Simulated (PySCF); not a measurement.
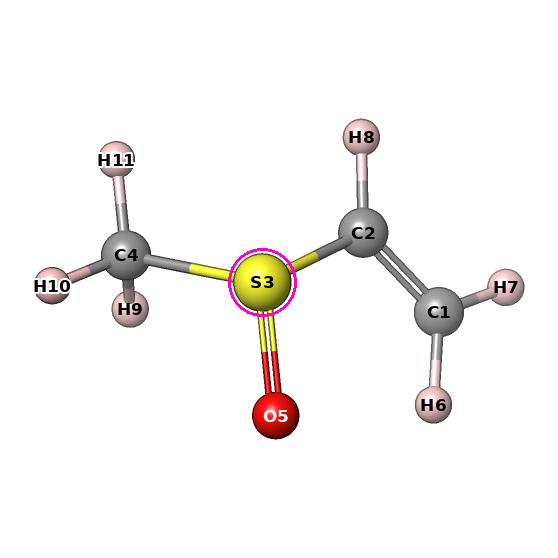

Atoms fade into the background with distance from the viewer. Circles mark the stereogenic atoms. The geometry was computed by an optimisation with PBE0-D3(BJ)/def2-SVP. No frequency run is at hand to confirm it as a minimum.

Question: Give the R/S and E/Z labels.

Answer: S3: R.

Question: Write the isomeric SMILES.

Answer: C=C[S@@](C)=O
